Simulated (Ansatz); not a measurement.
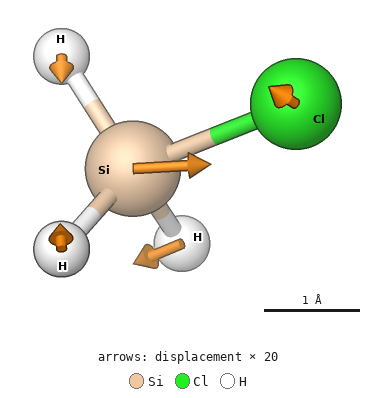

This is a relaxation of SiH$_{3}$Cl. The starting structure is drawn; orange arrows show the displacements, magnified 20 times. The two geometries are superimposed by the best rigid fit.

Style: ball-and-stick. Shown from a free direction.

It is one of the separated reactants of a reaction.

The calculation used RKS PBE0-D4/def2-TZVP (Ansatz). Settings: force threshold 0.005 eV/Å; at most 200 steps.

### Describe the change and its energy.

Over 3 geometry steps the energy falls by 0.026 eV. Largest force component: 0.96 eV/Å at the start, 0.003 eV/Å at the end. The Si atom moves most after the best rigid fit: 0.042 Å. By element the largest moves are Si 0.042 Å, H 0.032 Å, Cl 0.022 Å. Near-neighbour distances that change, for instance: Cl–Si 2.093 → 2.053 Å, H–Si 1.474 → 1.481 Å. Bond angles that change, for instance: Cl–Si–H 104.6° → 108.5°, H–Si–H 113.6° → 110.4°. Cost: 3.2 s on 4 threads of Intel Xeon @ 2.70GHz (shared host).
